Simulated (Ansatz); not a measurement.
# How fast states decay through Cs2KLiBr4, part 3 of 3

A new crystal, Cs2KLiBr4: structure, gap and complex bands. It is built by putting K for part of the Li in the CsLiBr2 structure of space group P4/nmm, with the volume rescaled by atomic radii. The parent structure comes from the Materials Project.

Ansatz 0.2.0; PBE DFT, plane waves, PAW files (the session's first sound run).

So far, gap on the k-mesh (eV): step 3 (band edges, PBE) 3.25; step 6 (LDA) 2.94.

The structure was built from a prototype and need not be the compound's stable phase.

### Step 7. Complex bands at another level

This step: LDA DFT, plane waves, PAW files; complex bands by layer matching along the plane's normal (Ansatz 0.2.0).

The complex bands at that level, over its own gap, at (0, 0) and (-0.5, -0.5).

Input file input.yaml:

```yaml
crystal:
  lattice:
    - [5.389403965, 0.0, 0.0]
    - [0.0, 5.389403965, 0.0]
    - [0.0, 0.0, 11.887839157]
  atoms:
    - { symbol: Cs, position: [0.0, 0.5, 0.2796171891] }
    - { symbol: Cs, position: [0.5, 0.0, 0.616101062] }
    - { symbol: Li, position: [0.5, 0.0, 0.1096611725] }
    - { symbol: K, position: [0.0, 0.5, 0.9149171597] }
    - { symbol: Br, position: [0.0, 0.5, 0.6415526367] }
    - { symbol: Br, position: [0.5, 0.0, 0.3265177869] }
    - { symbol: Br, position: [0.0, 0.0, 0.0558164966] }
    - { symbol: Br, position: [0.5, 0.5, 0.0558164966] }
kpoints:
  mp_grid: { grid: [4, 4, 2] }
scf:
  occupations: { method: fixed }
hamiltonian:
  xc: lda
output:
  eigenvalues: true
  transmission:
    leads: [[0, 0]]
    kpoints: [[0.0, 0.0], [-0.5, -0.5]]
    e_range: [-1.0, 3.94]
    de: 0.12
```

Run with:

```console
$ ansatz run input.yaml --threads 2 --pin off --max-ram 4096MiB --backend cpu --events-out ev --progress --plain --runs-dir out
```

Numbers of over 12 decimals in the logs are rounded to 6 here.

Log:

```text
[...]
Crystal: 8 atoms, lattice volume = 345.290 Å³
Basis set: ecut = 420 eV, 6683 PW (Γ)
Bands: 37, of which v1, the nominal top of the filled ones, is band 29 counted from 1 (28 counted from 0)
Symmetry: 8 space group operations
[...]
k-points: 12 of 32
[...]
SCF iter   1: F=—  HF=-23496.192657 eV  |F-HF|=—  |Δ(HF+E_count)|=         —  Δρ=3.64e-3  dr2=3.47e-2  ethr=1.77e-3  ⟨swp⟩=5.4  Hψ=1634  notcnv=0  defer=64
[...]
SCF iter   7: F=-23496.176944 eV  HF=-23496.176944 eV  |F-HF|=5.07e-9  |Δ(HF+E_count)|=   5.39e-9  Δρ=1.77e-6  dr2=2.08e-8  ethr=1.72e-10  ⟨swp⟩=18.0  Hψ=2735  notcnv=0
SCF 1 converged in 7 iterations: F = -23496.176944 eV  dr2 = 2.08e-8
[...]
transmission: 19 of 38 steps passed
transmission: 38 of 38 steps passed
SCF converged after 7 iterations
Free energy (F): -23496.176944 eV
[...]
Internal energy: -23496.176944 eV  (E = F + TS)
E sigma→0 (E₀):  -23496.176944 eV
Fermi energy:    0.977690 eV
[...]
--- Band table (eV; the first three rows and the last of 12) ---
  k-point 0: bands = [... 25 lower, 0.2132, 0.2132, 0.7681, 0.7681, 3.9147, 5.2870, 5.6090, 5.8818, ... 4 higher]
  k-point 1: bands = [... 25 lower, 0.2122, 0.2122, 0.7686, 0.7686, 4.2289, 4.9451, 5.3422, 6.2555, ... 4 higher]
  k-point 2: bands = [... 25 lower, 0.1569, 0.2744, 0.4416, 0.4948, 4.5459, 5.7688, 5.8221, 6.3454, ... 4 higher]
  k-point 11: bands = [... 25 lower, 0.2816, 0.2816, 0.9614, 0.9777, 5.6038, 5.6813, 5.6813, 6.2558, ... 4 higher]
--- Transmission ---
  basis      : 253 plane waves across, 19 finite elements along
  points     : 2, as listed
[...]
channels       : 0.000000e0 a spin
[...]
slowest decay  : 0.3213 /Å at (0.0000, 0.0000)
```

It took 55 s on 2 threads of Intel Xeon Platinum 8488C (Sapphire Rapids), shared host; peak memory 1.2 GiB; 83 s of CPU time.

This step gave:

```
free energy                                               : -23496.1769 eV
level to which the leads are filled                       : 1.468 eV from the Fermi level
decay constant at the filling level, zone centre          : 0.3213 Å⁻¹
decay constant at the filling level, slowest listed point : 0.3213 Å⁻¹
```

K parallel (0, 0); values up to 1.5 1/Å, a degenerate pair printed once or twice; energies at which all values exceed this have no row. Im kz of the slowest decaying states against energy, zero at the highest filled level on the SCF mesh:

```
energy (eV)  decay 1 (Å⁻¹)  decay 2 (Å⁻¹)  decay 3 (Å⁻¹)  decay 4 (Å⁻¹)
     -1.000          0.106          0.443          0.482          0.678
     -0.520          0.254          0.542          0.629          0.757
     -0.040          0.321          0.563          0.599          0.727
      0.440          0.344          0.570          0.699          0.779
      1.040          0.342          0.566          0.726          0.756
      1.520          0.321          0.556          0.720          0.724
      2.000          0.282          0.541          0.674          0.709
      2.480          0.213          0.521          0.619          0.686
      2.960          0.496          0.553          0.653          0.836
      3.440         0.0841          0.465          0.468          0.613
```

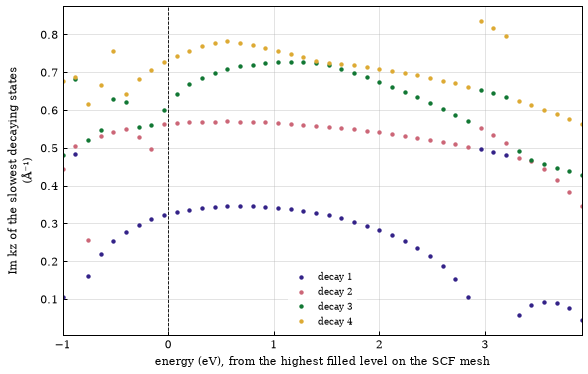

Im kz of the slowest decaying states against energy.

K parallel (-0.5, -0.5); values up to 1.5 1/Å, a degenerate pair printed once or twice; energies at which all values exceed this have no row. Im kz of the slowest decaying states against energy, zero at the highest filled level on the SCF mesh:

```
energy (eV)  decay 1 (Å⁻¹)  decay 2 (Å⁻¹)  decay 3 (Å⁻¹)  decay 4 (Å⁻¹)
     -1.000          0.273          0.284          0.310          0.883
     -0.520          0.374          0.412          0.430          0.961
     -0.040          0.466          0.471          0.501          0.985
      0.440          0.479          0.506          0.539          0.991
      1.040          0.478          0.530          0.548          0.985
      1.520          0.466          0.538          0.539          0.972
      2.000          0.446          0.518          0.537          0.954
      2.480          0.419          0.487          0.528          0.932
      2.960          0.383          0.446          0.509          0.886
      3.440          0.335          0.390          0.479          0.828
```

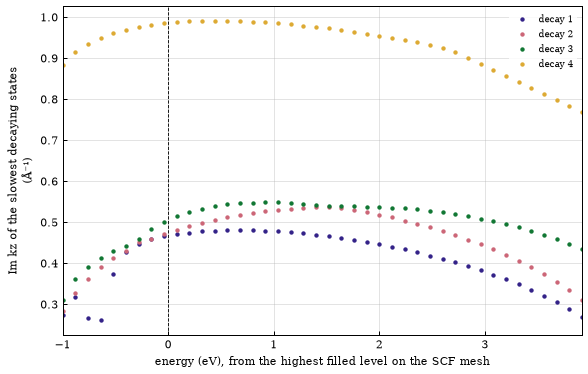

Im kz of the slowest decaying states, plotted against energy.

At the listed wavevectors the last open channel is at -0.88 eV and the next at +2.96 eV on the grid, wider than the gap, since narrow bands can fall between grid energies. At +1.52 eV, the grid energy nearest the filling level (the middle of the gap on the SCF mesh), the slowest state at the listed wavevectors decays with κ = 0.321 Å⁻¹, its amplitude falling by e over 3.1 Å; the first such run, plane (001), gave 0.346 Å⁻¹.

### Step 8. A check of the settings: scf.mixing.preconditioner = "kerker"

This step: PBE DFT, plane waves, PAW files; complex bands by layer matching along the plane's normal; changed: scf.mixing.preconditioner = "kerker" (Ansatz 0.2.0).

This run repeats an earlier one, its twin (the complex run, plane (001)), with one setting changed (scf.mixing.preconditioner; files written aside). It is meant to test whether the numerical route changes the result or only the time. Where the input is shown as a difference, that is against the step before, not the twin.

Changes to input.yaml since step 7:

```diff
@@ -18,4 +18,5 @@
   occupations: { method: fixed }
+  mixing: { preconditioner: kerker }
 hamiltonian:
-  xc: lda
+  xc: pbe
 output:
@@ -25,3 +26,3 @@
     kpoints: [[0.0, 0.0], [-0.5, -0.5]]
-    e_range: [-1.0, 3.94]
-    de: 0.12
+    e_range: [-1.0, 4.25]
+    de: 0.13
```

Log:

```text
[...]
Crystal: 8 atoms, lattice volume = 345.290 Å³
Basis set: ecut = 420 eV, 6683 PW (Γ)
Bands: 37, of which v1, the nominal top of the filled ones, is band 29 counted from 1 (28 counted from 0)
Symmetry: 8 space group operations
[...]
k-points: 12 of 32
[...]
SCF iter   1: F=—  HF=-24230.192967 eV  |F-HF|=—  |Δ(HF+E_count)|=         —  Δρ=6.65e-4  dr2=8.92e-3  ethr=1.77e-3  ⟨swp⟩=5.7  Hψ=1717  notcnv=0  defer=66
[...]
SCF iter  12: F=-24230.190274 eV  HF=-24230.190274 eV  |F-HF|=5.25e-9  |Δ(HF+E_count)|=   3.09e-8  Δρ=1.59e-6  dr2=3.72e-8  ethr=1.72e-10  ⟨swp⟩=17.3  Hψ=2609  notcnv=0
SCF 1 converged in 12 iterations: F = -24230.190274 eV  dr2 = 3.72e-8
[...]
transmission: 19 of 38 steps passed
transmission: 38 of 38 steps passed
SCF converged after 12 iterations
Free energy (F): -24230.190274 eV
[...]
Internal energy: -24230.190274 eV  (E = F + TS)
E sigma→0 (E₀):  -24230.190274 eV
Fermi energy:    1.263634 eV
[...]
--- Band table (eV; the first three rows and the last of 12) ---
  k-point 0: bands = [... 25 lower, 0.4972, 0.4972, 1.0534, 1.0534, 4.5097, 5.8031, 6.1431, 6.4789, ... 4 higher]
  k-point 1: bands = [... 25 lower, 0.4964, 0.4964, 1.0538, 1.0538, 4.8028, 5.5451, 5.8538, 6.7764, ... 4 higher]
  k-point 2: bands = [... 25 lower, 0.4480, 0.5609, 0.7402, 0.7864, 5.1071, 6.2848, 6.3699, 6.8283, ... 4 higher]
  k-point 11: bands = [... 25 lower, 0.5685, 0.5685, 1.2357, 1.2636, 6.1013, 6.1765, 6.1765, 6.7882, ... 4 higher]
--- Transmission ---
  basis      : 253 plane waves across, 19 finite elements along
  points     : 2, as listed
[...]
channels       : 0.000000e0 a spin
[...]
slowest decay  : 0.3459 /Å at (0.0000, 0.0000)
```

Elapsed: 52 s, on 2 threads; peak memory 1.2 GiB.

A gap read on the k-mesh alone can miss the band edges.

This step gave:

* free energy: -24230.1903 eV
* Fermi energy: 1.264 eV
* gap on the k-mesh: 3.246 eV
* level to which the leads are filled: 1.623 eV from the Fermi level
* decay constant at the filling level, zone centre: 0.3458 Å⁻¹
* decay constant at the filling level, slowest listed point: 0.3459 Å⁻¹

K parallel (0, 0); values up to 1.5 1/Å, a degenerate pair printed once or twice; energies at which all values exceed this have no row. The Im kz of the slowest decaying states by energy, zero at the highest filled level on the SCF mesh:

```
energy (eV)  decay 1 (Å⁻¹)  decay 2 (Å⁻¹)  decay 3 (Å⁻¹)  decay 4 (Å⁻¹)
     -1.000          0.123          0.467          0.492          0.684
     -0.480          0.275          0.557          0.643          0.786
      0.040          0.343          0.578          0.643          0.747
      0.560          0.365          0.583          0.721          0.798
      0.950          0.366          0.581          0.737          0.790
      1.470          0.352          0.572          0.738          0.754
      1.990          0.320          0.557          0.708          0.725
      2.510          0.265          0.536          0.652          0.700
      3.030          0.158          0.510          0.584          0.666
      3.550         0.0263          0.477          0.499          0.623
      3.940         0.0963          0.414          0.448          0.584
```

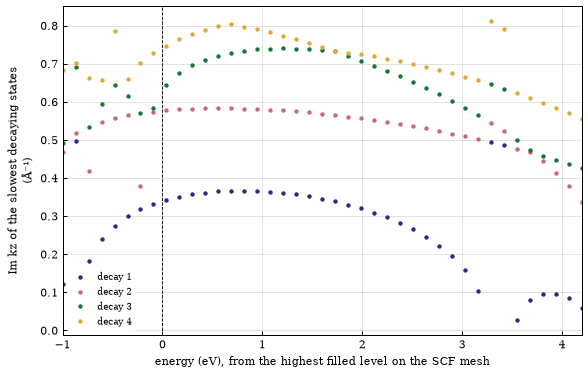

Im kz of the slowest decaying states, plotted against energy.

K parallel (-0.5, -0.5); values up to 1.5 1/Å, a degenerate pair printed once or twice; energies at which all values exceed this have no row. Im kz of the slowest decaying states against energy, zero at the highest filled level on the SCF mesh:

```
energy (eV)  decay 1 (Å⁻¹)  decay 2 (Å⁻¹)  decay 3 (Å⁻¹)  decay 4 (Å⁻¹)
     -1.000          0.280          0.290          0.314          0.894
     -0.480          0.408          0.429          0.443          0.976
      0.040          0.480          0.490          0.525          0.999
      0.560          0.492          0.526          0.559           1.00
      0.950          0.491          0.542          0.566          0.999
      1.470          0.481          0.554          0.559          0.987
      1.990          0.462          0.540          0.556          0.969
      2.510          0.435          0.509          0.549          0.945
      3.030          0.398          0.467          0.532          0.901
      3.550          0.349          0.410          0.501          0.838
      3.940          0.301          0.352          0.469          0.790
```

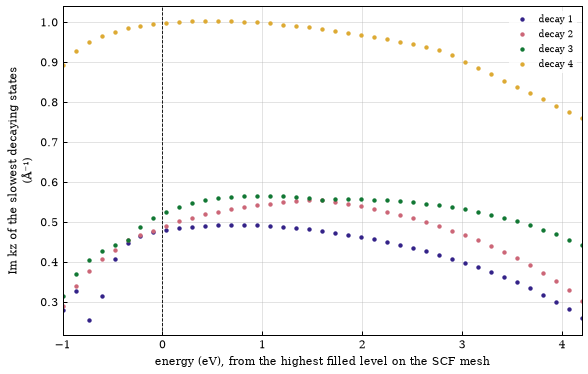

Im kz of the slowest decaying states against energy.

The least decay constant is 0.346 Å⁻¹ against 0.346 Å⁻¹ in the twin: no change within 1 %.

### Step 9. Outcome

- band gap: 3.25 eV
- least decay constant at mid-gap, normal to (001): 0.346 Å⁻¹
- least decay constant on a mesh, normal to (001): 0.345 Å⁻¹
- least decay constant, LDA: 0.321 Å⁻¹

In words: With PBE, the slowest decay at the wavevectors tried is κ = 0.346 Å⁻¹, normal to (001). Through such a film the transmission near mid-gap falls as exp(−2κd), a factor of ten every 3.3 Å. A free electron under a barrier of half the gap would need a mass of 0.28 mₑ to decay at this rate. With LDA the gap goes from 3.25 to 2.94 eV and the decay constant, over the first 2 listed wavevectors, from 0.346 to 0.321 Å⁻¹. The compound is made up by substitution; its stability against other phases and against distortions of the cell's symmetry was not tested. A semilocal functional narrows gaps, so real decay constants are likely larger.

[Logs are printed without paths, hosts, clocks, repeated set-up lines and the standing remarks that a program may print on its own settings, such as how far it seeks lower states.]

[Hosts, paths, dates, database ids (printed as entryN), source tags and the programs' standing remarks are cut or masked in the printed files.]

[New means built here by substitution; the compound itself may be known and measured.]
